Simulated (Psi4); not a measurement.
# CH6AlOSi (SMILES [CH3][Al][O][SiH3]): U-r2SCAN/6-311+G(d,p) (density fitting with cc-pvqz-jkfit, sweep point 5)

Aim: the vertical doublet–quartet gap of CH6AlOSi at U-r2SCAN/6-311+G** (density fitting with cc-pvqz-jkfit, sweep point 5), from 2 runs. Input form: a Python script.

The results are computed with Psi4 1.11.

3 further runs of the same task are left out: 3 that didn't finish.

## Step 1: The structure to begin with

The species is CH6AlOSi (10 atoms), meant as a doublet with charge 0. SMILES: `[CH3][Al][O][SiH3]`. The shape is that of a PBE0-D4/def2-TZVP optimisation. This is one conformer, not always the lowest.

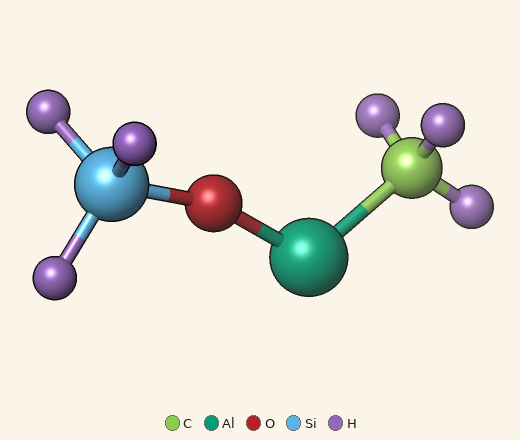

The structure, seen from a chosen angle (carbon green, aluminium teal, oxygen red, silicon blue, hydrogen purple).

## Step 2: The energy at U-r2SCAN/6-311+G(d,p) (density fitting with cc-pvqz-jkfit, sweep point 5)

File run.py:

```python
import psi4

psi4.set_memory('1600 MB')
psi4.set_num_threads(1)
psi4.set_output_file('output.dat', False)

molecule = psi4.geometry("""
0 2
C      0.46071523     3.74505923    -2.53487862
Al     2.05318743     0.56805167    -1.44771918
O      0.36698481    -1.24854205     0.58411435
Si    -0.54405215    -3.51375676     2.44530561
H     -1.32469801     3.31042223    -3.48559984
H      0.02796795     4.88702073    -0.86492765
H      1.64368378     4.84903724    -3.81138862
H      1.29786390    -5.64007659     2.42603040
H     -3.04434879    -4.49339078     1.61514892
H     -0.78045689    -2.56057890     5.07939485
units bohr
symmetry c1
""")

options = {'reference': 'uks', 'puream': True, 'scf_type': 'df', 'dft_radial_points': 99, 'dft_spherical_points': 590, 'df_basis_scf': 'cc-pvqz-jkfit', 'maxiter': 100}
psi4.set_options(options)

e_tot, wfn = psi4.energy('r2scan/6-311+G**', return_wfn=True)
print(f'r2scan/6-311+G** energy: {e_tot:.10f} Eh')
```

Command:

```console
$ python run.py
```

output.dat:

```text
[...]
  Running in c1 symmetry.
[...]
  Nuclear repulsion =  190.782871629152282
[...]
  Multiplicity = 2
[...]
  Nalpha       = 24
  Nbeta        = 23
[...]
    Number of basis functions: 140
[...]
   @DF-UKS iter   1:  -648.15120452512076   -1.61076e-01   9.05614e-03 DIIS/ADIIS
[...]
   @DF-UKS iter  10:  -648.84444693116563   -6.73376e-08   7.56043e-07 DIIS
[...]
   @S^2 Observed:                7.534585553E-01
[...]
    Orbital Energies [Eh]
    ---------------------
    Alpha Occupied:
       1A    -65.824019     2A    -55.757874     3A    -18.938316
       4A    -10.014882     5A     -5.208368     6A     -4.069074
       7A     -3.551572     8A     -3.549221     9A     -3.549207
      10A     -2.611289    11A     -2.607417    12A     -2.603644
      13A     -0.935016    14A     -0.655799    15A     -0.514636
      16A     -0.411442    17A     -0.374203    18A     -0.373871
      19A     -0.352615    20A     -0.351985    21A     -0.306229
      22A     -0.283038    23A     -0.281431    24A     -0.175107
    Alpha Virtual:
      25A     -0.065950    26A     -0.008758    27A      0.013370
[...]
  @DF-UKS Final Energy:  -648.84444693116563
   => Energetics <=
    Nuclear Repulsion Energy =            190.7828716291522824
    One-Electron Energy =               -1277.1021050959354852
    Two-Electron Energy =                 493.3055286610763801
    DFT Exchange-Correlation Energy =     -55.8307421254586203
    Empirical Dispersion Energy =           0.0000000000000000
    VV10 Nonlocal Energy =                  0.0000000000000000
    Total Energy =                       -648.8444469311656349
[...]
 Multipole Moments:
 ------------------------------------------------------------------------------------
     Multipole            Electronic (a.u.)      Nuclear  (a.u.)        Total (a.u.)
 ------------------------------------------------------------------------------------
 L = 1.  Multiply by 2.5417464519 to convert [e a0] to [Debye]
 Dipole X            :          3.6093484           -3.4813943            0.1279541
 Dipole Y            :         -1.1967081            1.4716587            0.2749507
 Dipole Z            :         -1.1953480            0.9562121           -0.2391359
 Magnitude           :                                                    0.3862073
[...]
```

Standard output:

```text
r2scan/6-311+G** energy: -648.8444469312 Eh
```

It took 2.1 min on 1 thread of Intel Xeon Platinum 8259CL at 2.50GHz (Skylake/Cascade Lake), shared host; peak memory 1.3 GiB.

## Step 3: The quartet, same level

File run.py:

```python
import psi4

psi4.set_memory(1600000000)
psi4.set_num_threads(1)
psi4.set_output_file('run.log', False)

geom = psi4.geometry("""
0 4
C      0.46071523     3.74505923    -2.53487862
Al     2.05318743     0.56805167    -1.44771918
O      0.36698481    -1.24854205     0.58411435
Si    -0.54405215    -3.51375676     2.44530561
H     -1.32469801     3.31042223    -3.48559984
H      0.02796795     4.88702073    -0.86492765
H      1.64368378     4.84903724    -3.81138862
H      1.29786390    -5.64007659     2.42603040
H     -3.04434879    -4.49339078     1.61514892
H     -0.78045689    -2.56057890     5.07939485
units bohr
symmetry c1
""")

psi4.set_options({
    'basis': '6-311+G**',
    'reference': 'uks',
    'puream': True,
    'scf_type': 'df',
    'dft_radial_points': 99,
    'dft_spherical_points': 590,
    'df_basis_scf': 'cc-pvqz-jkfit',
    'maxiter': 100,
})

e = psi4.energy('R2SCAN')
print('E =', round(e, 9))
for k, v in sorted(psi4.core.scalar_variables().items()):
    print(f'{k:45s} {v:18.10f}')
```

Command:

```console
$ python run.py
```

run.log:

```text
[...]
  Running in c1 symmetry.
[...]
  Nuclear repulsion =  190.782871629152282
[...]
  Multiplicity = 4
[...]
  Nalpha       = 25
  Nbeta        = 22
[...]
    Number of basis functions: 140
[...]
   @DF-UKS iter   1:  -647.78445908453432    2.05669e-01   9.28042e-03 DIIS/ADIIS
[...]
   @DF-UKS iter  16:  -648.64005101676162   -3.66081e-08   4.65263e-07 DIIS
[...]
   @S^2 Observed:                3.755635429E+00
[...]
    Orbital Energies [Eh]
    ---------------------
    Alpha Occupied:
       1A    -65.845888     2A    -55.751802     3A    -18.967717
       4A    -10.093291     5A     -5.230214     6A     -4.063994
       7A     -3.573612     8A     -3.571396     9A     -3.570608
      10A     -2.604551    11A     -2.602977    12A     -2.601740
      13A     -0.962063    14A     -0.725432    15A     -0.536785
      16A     -0.438449    17A     -0.428678    18A     -0.426182
      19A     -0.386221    20A     -0.377866    21A     -0.370116
      22A     -0.314157    23A     -0.298773    24A     -0.180386
      25A     -0.086667
    Alpha Virtual:
[...]
  @DF-UKS Final Energy:  -648.64005101676162
   => Energetics <=
    Nuclear Repulsion Energy =            190.7828716291522824
    One-Electron Energy =               -1275.9249277436226748
    Two-Electron Energy =                 492.2801707518858052
    DFT Exchange-Correlation Energy =     -55.7781656541769593
    Empirical Dispersion Energy =           0.0000000000000000
    VV10 Nonlocal Energy =                  0.0000000000000000
    Total Energy =                       -648.6400510167616176
[...]
 Multipole Moments:
 ------------------------------------------------------------------------------------
     Multipole            Electronic (a.u.)      Nuclear  (a.u.)        Total (a.u.)
 ------------------------------------------------------------------------------------
 L = 1.  Multiply by 2.5417464519 to convert [e a0] to [Debye]
 Dipole X            :          2.6160457           -3.4813943           -0.8653486
 Dipole Y            :         -0.9086232            1.4716587            0.5630356
 Dipole Z            :         -0.8721067            0.9562121            0.0841054
 Magnitude           :                                                    1.0358142
[...]
```

On the terminal:

```text
E = -648.640051017
CURRENT ENERGY                                   -648.6400510168
CURRENT REFERENCE ENERGY                         -648.6400510168
DD SOLVATION ENERGY                                 0.0000000000
DFT FUNCTIONAL TOTAL ENERGY                      -648.6400510168
DFT TOTAL ENERGY                                 -648.6400510168
DFT VV10 ENERGY                                     0.0000000000
DFT XC ENERGY                                     -55.7781656542
GRID ELECTRONS ALPHA                               25.0000003644
GRID ELECTRONS BETA                                22.0000002595
GRID ELECTRONS TOTAL                               47.0000006240
NUCLEAR REPULSION ENERGY                          190.7828716292
ONE-ELECTRON ENERGY                             -1275.9249277436
PCM POLARIZATION ENERGY                             0.0000000000
PE ENERGY                                           0.0000000000
SCF ITERATION ENERGY                             -648.6400510168
SCF ITERATIONS                                     16.0000000000
SCF TOTAL ENERGY                                 -648.6400510168
TWO-ELECTRON ENERGY                               492.2801707519
XC GRID RADIAL POINTS                              99.0000000000
XC GRID SPHERICAL POINTS                          590.0000000000
XC GRID TOTAL POINTS                           558006.0000000000
```

Wall time 3.2 min (1 thread of Intel Xeon Platinum 8259CL at 2.50GHz (Skylake/Cascade Lake), shared host); peak memory 1.3 GiB.

## Step 4: Summary of results

Level: U-r2SCAN/6-311+G** (density fitting with cc-pvqz-jkfit, sweep point 5).

| quantity | value |
| --- | --- |
| doublet: total energy | -648.84445 Eh |
| doublet: dipole moment | 0.98 D |
| doublet: HOMO energy (highest over α and β) | -4.76 eV |
| doublet: LUMO energy (lowest over α and β) | -2.58 eV |
| doublet: ⟨S²⟩ | 0.753 |
| quartet: total energy | -648.64005 Eh |
| quartet: dipole moment | 2.63 D |
| quartet: HOMO energy (highest over α and β) | -2.36 eV |
| quartet: ⟨S²⟩ | 3.756 |
| vertical energy of the quartet above the doublet | 5.562 eV |

At this shape the quartet lies 5.56 eV (128 kcal/mol) above the doublet.
